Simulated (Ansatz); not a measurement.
**AlSiH$_{4}$OF: nudged elastic band**

The run: nudged elastic band of AlSiH$_{4}$OF. Method and program: RHF/def2-SVP (Ansatz 0.2.0).

One setting was made poor on purpose. It belongs to a series of runs on one base structure; here: band between the two ends. Figures and captions count atoms from 1; the log counts them from 0 in places.

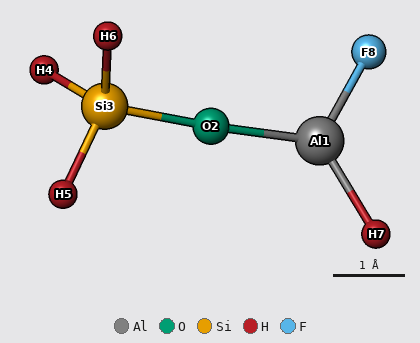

Fig. 1: The starting structure (ball-and-stick view, seen at a tilt; atoms are numbered from 1 in the order of the input). Sticks mark near contacts.

**Key numbers**

| quantity | value |
| --- | --- |
| outcome | converged |
| barrier, forward | 2.155 eV |
| barrier, backward | 0.226 eV |
| hardware | 1 thread of Intel Xeon (Granite Rapids), 32 GiB of memory available, shared host |
| wall time | 54 s |
| peak memory | 0.16 GiB |

**Notes**

A deliberately poor setting: few images. The order of the saddle point was not checked.

**The input**
```yaml
crystal:
  periodic: [false, false, false]
  atoms:
    - { symbol: Al, position_ang: [0.557844, 0.098284, -0.283474] }
    - { symbol: O, position_ang: [0.143208, -0.221273, 1.306079] }
    - { symbol: Si, position_ang: [-0.347969, -0.524733, 2.838874] }
    - { symbol: H, position_ang: [-1.379665, -1.586308, 2.844436] }
    - { symbol: H, position_ang: [0.799527, -0.972337, 3.660513] }
    - { symbol: H, position_ang: [-0.915803, 0.70192, 3.44281] }
    - { symbol: H, position_ang: [2.029488, 0.11443, -0.788582] }
    - { symbol: F, position_ang: [-0.65533, 0.409317, -1.356355] }
basis:
  gaussian: { orbitals: def2-SVP }
hamiltonian:
  xc: hf
neb:
  order_check: false
  images: 2
  f_tol: 0.05
  max_iterations: 60
  climbing: true
  final_atoms:
    - { symbol: Al, position_ang: [0.08650187, 0.32113499, -0.93743858] }
    - { symbol: O, position_ang: [0.87505466, -0.248102, 0.97224355] }
    - { symbol: Si, position_ang: [-0.13563806, -0.43817613, 2.34424797] }
    - { symbol: H, position_ang: [-1.09403484, -1.52423851, 2.11602365] }
    - { symbol: H, position_ang: [0.80702752, -0.82758016, 3.41866154] }
    - { symbol: H, position_ang: [-0.76579778, 0.84120245, 2.68513857] }
    - { symbol: H, position_ang: [1.80470973, -0.40266908, 1.07457166] }
    - { symbol: F, position_ang: [-1.3465231, 0.29772845, -0.00914737] }
  initial_path:
    images:
      - { positions_ang: [[0.557844, 0.098284, -0.283474], [0.143208, -0.221273, 1.306079], [-0.347969, -0.524733, 2.838874], [-1.379665, -1.586308, 2.844436], [0.799527, -0.972337, 3.660513], [-0.915803, 0.70192, 3.44281], [2.029488, 0.11443, -0.788582], [-0.65533, 0.409317, -1.356355]] }
      - { positions_ang: [[0.19316564, 0.03945509, -0.09344731], [0.89809713, -0.09310879, 1.45169456], [-0.15034946, -0.44931501, 2.60027956], [-1.12126537, -1.34127462, 2.08762816], [0.52743192, -1.1015569, 3.65335987], [-0.77787578, 0.77877296, 3.09183215], [1.84674324, 0.01709767, -0.10936849], [-1.18464732, 0.16922961, -1.01767751]] }
      - { positions_ang: [[0.0360516, 0.11373875, -0.3114355], [1.14204601, -0.10205179, 1.34041608], [-0.07957248, -0.42046273, 2.43540422], [-1.02605532, -1.3205848, 1.84482404], [0.52993209, -1.05330462, 3.57274272], [-0.72787404, 0.82520044, 2.83927501], [1.77181715, -0.15526869, 0.51168273], [-1.41504502, 0.13203342, -0.5686083]] }
      - { positions_ang: [[0.08650187, 0.32113499, -0.93743858], [0.87505466, -0.248102, 0.97224355], [-0.13563806, -0.43817613, 2.34424797], [-1.09403484, -1.52423851, 2.11602365], [0.80702752, -0.82758016, 3.41866154], [-0.76579778, 0.84120245, 2.68513857], [1.80470973, -0.40266908, 1.07457166], [-1.3465231, 0.29772845, -0.00914737]] }
```

Launch command:
```bash
ansatz run input.yaml --threads 1 --pin off --max-ram 2048MiB --backend cpu --events-out ev --progress --plain --runs-dir out
```

**The program's output**
```
Engine: ansatz 0.2.0, x86_64-unknown-linux-gnu
Functional definition: HF
  exchange = exact_x
  correlation = 0
832 factors; integrals over basis functions are off by at most 3.9e-4 eV
mean field evaluation 1: about -19243.9634 eV, gradient 4.4e1 eV
mean field evaluation 2: about -19243.9866 eV, gradient 4.4e1 eV
mean field evaluation 4: about -19247.8606 eV, gradient 2.5e0 eV
mean field evaluation 8: about -19247.8969 eV, gradient 2.1e-4 eV
mean field -19247.89687879 eV, -707.3471636025 hartree, gradient 2.6e-5 eV, S^2 0.000000; 0 other end points of the search recorded, 0 dependent functions left out
the calculation of the forces begins
reference -19247.89687879 eV, -707.3471636025 hartree; 24, 24 occupied and 60, 60 virtual orbitals, 832 factors
835 factors; integrals over basis functions are off by at most 1.3e-3 eV
mean field evaluation 16: about -19245.9608 eV, gradient 4.1e-1 eV
mean field -19245.96812611 eV, -707.2762832488 hartree, gradient 3.2e-5 eV, S^2 0.000000; 0 other end points of the search recorded, 0 dependent functions left out
[... from here on the field's lines of each further geometry are left out, up to the last ...]
NEB iter   1: max|band force component| = 9.599e0 eV/Å  barrier→ = 5.3502 eV  barrier← = 3.4215 eV  Δτ_max = 0.2000 Å  (135 SCF iters)
NEB iter   2: max|band force component| = 4.770e0 eV/Å  barrier→ = 3.9991 eV  barrier← = 2.0703 eV  Δτ_max = 0.1977 Å  (62 SCF iters)
NEB iter   3: max|band force component| = 1.327e0 eV/Å  barrier→ = 3.2253 eV  barrier← = 1.2965 eV  Δτ_max = 0.2000 Å  (61 SCF iters)
NEB iter   4: max|band force component| = 9.486e-1 eV/Å  barrier→ = 2.6768 eV  barrier← = 0.7481 eV  Δτ_max = 0.2000 Å  (59 SCF iters)
NEB iter   5: max|band force component| = 7.608e-1 eV/Å  barrier→ = 2.3444 eV  barrier← = 0.4156 eV  Δτ_max = 0.1014 Å  (60 SCF iters)
NEB iter   6: max|band force component| = 5.959e-1 eV/Å  barrier→ = 2.2225 eV  barrier← = 0.2937 eV  Δτ_max = 0.0997 Å  (61 SCF iters)
NEB iter   7: max|band force component| = 3.114e-1 eV/Å  barrier→ = 2.1734 eV  barrier← = 0.2446 eV  CI = image 2  Δτ_max = 0.1961 Å  (62 SCF iters)
NEB iter   8: max|band force component| = 1.974e0 eV/Å  barrier→ = 2.4169 eV  barrier← = 0.4881 eV  CI = image 2  Δτ_max = 0.0997 Å  (61 SCF iters)
NEB iter   9: max|band force component| = 2.298e0 eV/Å  barrier→ = 2.5366 eV  barrier← = 0.6079 eV  CI = image 2  Δτ_max = 0.1988 Å  (62 SCF iters)
NEB iter  10: max|band force component| = 2.263e0 eV/Å  barrier→ = 2.8067 eV  barrier← = 0.8780 eV  CI = image 2  Δτ_max = 0.1988 Å  (60 SCF iters)
NEB iter  11: max|band force component| = 2.759e0 eV/Å  barrier→ = 2.9064 eV  barrier← = 0.9777 eV  CI = image 2  Δτ_max = 0.1984 Å  (60 SCF iters)
NEB iter  12: max|band force component| = 2.599e0 eV/Å  barrier→ = 3.0389 eV  barrier← = 1.1101 eV  CI = image 2  Δτ_max = 0.1978 Å  (60 SCF iters)
NEB iter  13: max|band force component| = 2.496e0 eV/Å  barrier→ = 3.1228 eV  barrier← = 1.1941 eV  CI = image 2  Δτ_max = 0.1968 Å  (60 SCF iters)
NEB iter  14: max|band force component| = 2.325e0 eV/Å  barrier→ = 3.1406 eV  barrier← = 1.2119 eV  CI = image 2  Δτ_max = 0.1954 Å  (60 SCF iters)
NEB iter  15: max|band force component| = 2.051e0 eV/Å  barrier→ = 3.0730 eV  barrier← = 1.1442 eV  CI = image 2  Δτ_max = 0.1942 Å  (60 SCF iters)
NEB iter  16: max|band force component| = 1.616e0 eV/Å  barrier→ = 2.9231 eV  barrier← = 0.9943 eV  CI = image 2  Δτ_max = 0.1985 Å  (61 SCF iters)
NEB iter  17: max|band force component| = 1.105e0 eV/Å  barrier→ = 2.7376 eV  barrier← = 0.8089 eV  CI = image 2  Δτ_max = 0.1979 Å  (60 SCF iters)
NEB iter  18: max|band force component| = 7.252e-1 eV/Å  barrier→ = 2.5591 eV  barrier← = 0.6303 eV  CI = image 2  Δτ_max = 0.1977 Å  (60 SCF iters)
NEB iter  19: max|band force component| = 5.339e-1 eV/Å  barrier→ = 2.4099 eV  barrier← = 0.4812 eV  CI = image 2  Δτ_max = 0.0997 Å  (60 SCF iters)
NEB iter  20: max|band force component| = 8.400e-1 eV/Å  barrier→ = 2.3504 eV  barrier← = 0.4217 eV  CI = image 2  Δτ_max = 0.0998 Å  (61 SCF iters)
NEB iter  21: max|band force component| = 9.069e-1 eV/Å  barrier→ = 2.3173 eV  barrier← = 0.3885 eV  CI = image 2  Δτ_max = 0.1980 Å  (62 SCF iters)
NEB iter  22: max|band force component| = 5.210e-1 eV/Å  barrier→ = 2.2366 eV  barrier← = 0.3079 eV  CI = image 2  Δτ_max = 0.2000 Å  (59 SCF iters)
NEB iter  23: max|band force component| = 4.738e-1 eV/Å  barrier→ = 2.2257 eV  barrier← = 0.2969 eV  CI = image 2  Δτ_max = 0.2000 Å  (61 SCF iters)
NEB iter  24: max|band force component| = 4.967e-1 eV/Å  barrier→ = 2.2125 eV  barrier← = 0.2837 eV  CI = image 2  Δτ_max = 0.1249 Å  (60 SCF iters)
NEB iter  25: max|band force component| = 3.943e-1 eV/Å  barrier→ = 2.1988 eV  barrier← = 0.2700 eV  CI = image 2  Δτ_max = 0.1847 Å  (60 SCF iters)
NEB iter  26: max|band force component| = 5.311e-1 eV/Å  barrier→ = 2.1923 eV  barrier← = 0.2635 eV  CI = image 2  Δτ_max = 0.0918 Å  (60 SCF iters)
NEB iter  27: max|band force component| = 5.506e-1 eV/Å  barrier→ = 2.1886 eV  barrier← = 0.2599 eV  CI = image 2  Δτ_max = 0.1807 Å  (62 SCF iters)
NEB iter  28: max|band force component| = 3.195e-1 eV/Å  barrier→ = 2.1760 eV  barrier← = 0.2472 eV  CI = image 2  Δτ_max = 0.1830 Å  (60 SCF iters)
NEB iter  29: max|band force component| = 2.462e-1 eV/Å  barrier→ = 2.1634 eV  barrier← = 0.2347 eV  CI = image 2  Δτ_max = 0.1850 Å  (62 SCF iters)
NEB iter  30: max|band force component| = 6.054e-1 eV/Å  barrier→ = 2.1661 eV  barrier← = 0.2373 eV  CI = image 2  Δτ_max = 0.0918 Å  (59 SCF iters)
NEB iter  31: max|band force component| = 5.815e-1 eV/Å  barrier→ = 2.1617 eV  barrier← = 0.2330 eV  CI = image 2  Δτ_max = 0.0852 Å  (62 SCF iters)
NEB iter  32: max|band force component| = 3.630e-1 eV/Å  barrier→ = 2.1587 eV  barrier← = 0.2300 eV  CI = image 2  Δτ_max = 0.0912 Å  (62 SCF iters)
NEB iter  33: max|band force component| = 2.706e-1 eV/Å  barrier→ = 2.1561 eV  barrier← = 0.2273 eV  CI = image 2  Δτ_max = 0.0379 Å  (62 SCF iters)
NEB iter  34: max|band force component| = 1.314e-1 eV/Å  barrier→ = 2.1551 eV  barrier← = 0.2264 eV  CI = image 2  Δτ_max = 0.0911 Å  (62 SCF iters)
NEB iter  35: max|band force component| = 1.305e-1 eV/Å  barrier→ = 2.1548 eV  barrier← = 0.2260 eV  CI = image 2  Δτ_max = 0.0457 Å  (62 SCF iters)
NEB iter  36: max|band force component| = 9.499e-2 eV/Å  barrier→ = 2.1546 eV  barrier← = 0.2259 eV  CI = image 2  Δτ_max = 0.0459 Å  (63 SCF iters)
NEB iter  37: max|band force component| = 9.348e-2 eV/Å  barrier→ = 2.1545 eV  barrier← = 0.2258 eV  CI = image 2  Δτ_max = 0.0461 Å  (63 SCF iters)
NEB iter  38: max|band force component| = 7.039e-2 eV/Å  barrier→ = 2.1546 eV  barrier← = 0.2259 eV  CI = image 2  Δτ_max = 0.0459 Å  (63 SCF iters)
NEB iter  39: max|band force component| = 5.193e-2 eV/Å  barrier→ = 2.1545 eV  barrier← = 0.2258 eV  CI = image 2  Δτ_max = 0.0092 Å  (63 SCF iters)
the calculation of the forces begins
reference -19247.89585349 eV, -707.3471259234 hartree; 24, 24 occupied and 60, 60 virtual orbitals, 832 factors
835 factors; integrals over basis functions are off by at most 1.0e-3 eV
mean field evaluation 608: about -19242.1118 eV, gradient 4.1e1 eV
mean field -19245.74235811 eV, -707.2679864278 hartree, gradient 1.8e-5 eV, S^2 0.000000; 1 other end points of the search recorded, 0 dependent functions left out
the calculation of the forces begins
reference -19245.74235811 eV, -707.2679864278 hartree; 24, 24 occupied and 60, 60 virtual orbitals, 835 factors
NEB iter  40: max|band force component| = 3.113e-2 eV/Å  barrier→ = 2.1545 eV  barrier← = 0.2258 eV  CI = image 2  Δτ_max = 0.0000 Å  (121 SCF iters)
```

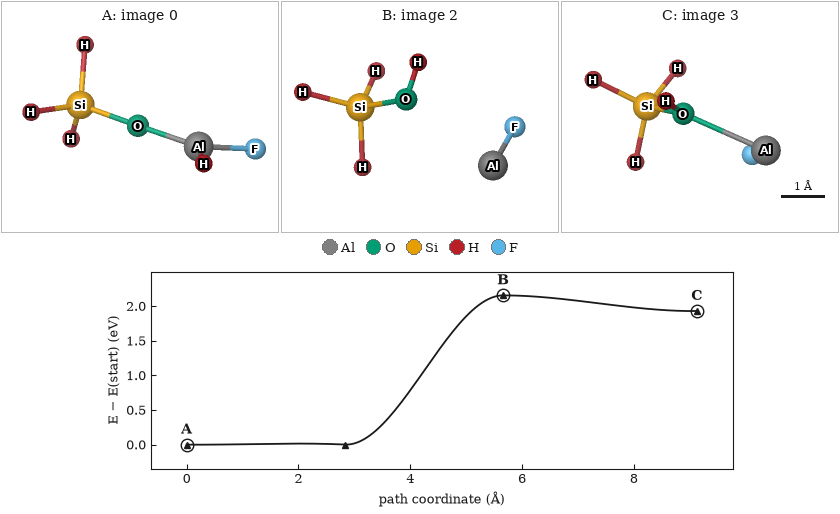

Fig. 2: Images of the last band (counted from 0; ball-and-stick, seen at a tilt) above the energy along the path; the line is a cubic interpolation that uses the forces. The highest image is number 2, 2.155 eV above the start and 0.226 eV above the end (the climbing image); the end lies 1.929 eV above the start. The path is 9.13 Å long. The band converged in 40 iterations.

```
Total energy: -19245.74235811 eV, -707.2679864278 hartree
Atom 0 at    -0.909563     0.315215    -1.037790 Å, force    -0.000059    -0.001522     0.000766 eV/Å
Atom 1 at     0.145774    -0.956943     0.984648 Å, force     0.004487     0.002065     0.007499 eV/Å
Atom 2 at    -0.040777    -0.465594     2.575766 Å, force    -0.001144    -0.001933    -0.007062 eV/Å
Atom 3 at    -0.123386    -1.642476     3.465354 Å, force    -0.000414    -0.000211    -0.000393 eV/Å
Atom 4 at     1.100822     0.375310     2.987784 Å, force     0.000576    -0.000100     0.000671 eV/Å
Atom 5 at    -1.302581     0.293768     2.615990 Å, force     0.000613     0.000079    -0.000040 eV/Å
Atom 6 at     1.005747    -1.243735     0.710442 Å, force    -0.004219     0.000923    -0.001054 eV/Å
Atom 7 at     0.355264     1.343755    -0.637892 Å, force     0.000161     0.000699    -0.000387 eV/Å
Dipole moment:     0.239700    -0.352414     0.403962 e Å
this run last wrote the band of iteration 40 to [file]
```

**The last band as extended XYZ (Å, eV, eV/Å)**
```
8
Properties=species:S:1:pos:R:3:forces:R:3 image=0 energy=-19247.89688
Al    0.5578    0.0983   -0.2835   -0.0150   0.0049  -0.0144
O     0.1432   -0.2213    1.3061    0.0074  -0.0068   0.0194
Si   -0.3480   -0.5247    2.8389   -0.0062   0.0060  -0.0113
H    -1.3797   -1.5863    2.8444    0.0002  -0.0011   0.0004
H     0.7995   -0.9723    3.6605    0.0014  -0.0007  -0.0016
H    -0.9158    0.7019    3.4428   -0.0006   0.0001   0.0003
H     2.0295    0.1144   -0.7886   -0.0012   0.0006  -0.0037
F    -0.6553    0.4093   -1.3564    0.0140  -0.0031   0.0109
8
Properties=species:S:1:pos:R:3:forces:R:3 image=1 energy=-19247.89585
Al    0.3981   -0.1059   -0.3519   -0.0550   0.0173   0.0052
O     0.1065   -0.3135    1.2854    0.0092  -0.0026  -0.0414
Si   -0.2430   -0.4030    2.8838    0.0297  -0.0068   0.0063
H    -0.4045   -1.8197    3.2854   -0.0065   0.0166  -0.0029
H     0.8535    0.1944    3.6813   -0.0075  -0.0063  -0.0233
H    -1.4984    0.3240    3.1812    0.0040  -0.0109  -0.0182
H     0.8432   -1.2537   -1.3060    0.0108  -0.0009   0.0502
F     0.1760    1.3967   -0.9949    0.0153  -0.0065   0.0241
8
Properties=species:S:1:pos:R:3:forces:R:3 image=2 energy=-19245.74236
Al   -0.9096    0.3152   -1.0378   -0.0001  -0.0015   0.0008
O     0.1458   -0.9569    0.9846    0.0045   0.0021   0.0075
Si   -0.0408   -0.4656    2.5758   -0.0011  -0.0019  -0.0071
H    -0.1234   -1.6425    3.4654   -0.0004  -0.0002  -0.0004
H     1.1008    0.3753    2.9878    0.0006  -0.0001   0.0007
H    -1.3026    0.2938    2.6160    0.0006   0.0001   0.0000
H     1.0057   -1.2437    0.7104   -0.0042   0.0009  -0.0011
F     0.3553    1.3438   -0.6379    0.0002   0.0007  -0.0004
8
Properties=species:S:1:pos:R:3:forces:R:3 image=3 energy=-19245.96813
Al    0.0865    0.3211   -0.9374   -0.0135   0.0005   0.0069
O     0.8751   -0.2481    0.9722   -0.0099  -0.0003   0.0034
Si   -0.1356   -0.4382    2.3442   -0.0020   0.0018  -0.0003
H    -1.0940   -1.5242    2.1160    0.0010  -0.0004  -0.0021
H     0.8070   -0.8276    3.4187    0.0006   0.0005  -0.0030
H    -0.7658    0.8412    2.6851    0.0013   0.0004  -0.0010
H     1.8047   -0.4027    1.0746    0.0080  -0.0014   0.0017
F    -1.3465    0.2977   -0.0091    0.0143  -0.0012  -0.0055
```
